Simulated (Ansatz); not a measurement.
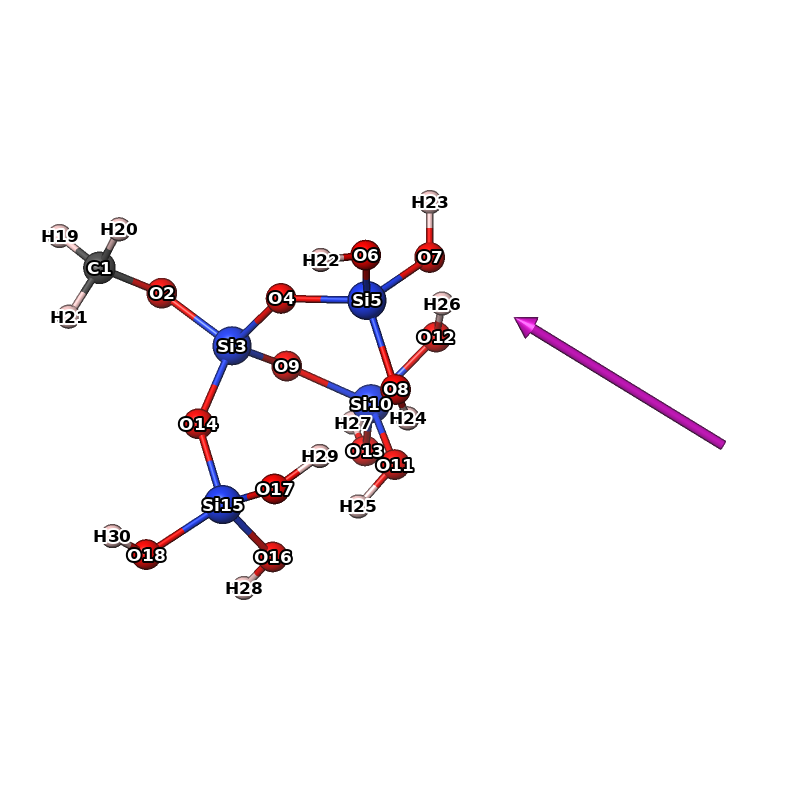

The arrow beside the molecule shows the direction of the dipole moment, from the negative to the positive end (its length means nothing). The geometry was computed by an optimisation with PBE0-D4/def2-TZVP. No frequency run is at hand to confirm it as a minimum. Properties computed with RKS r2SCAN-D4/def2-TZVPP (Ansatz 0.2.0).

> How large is the dipole moment?

4.53 D; it points from the side of O11 to the side of H19 (the outermost atoms at the two ends).
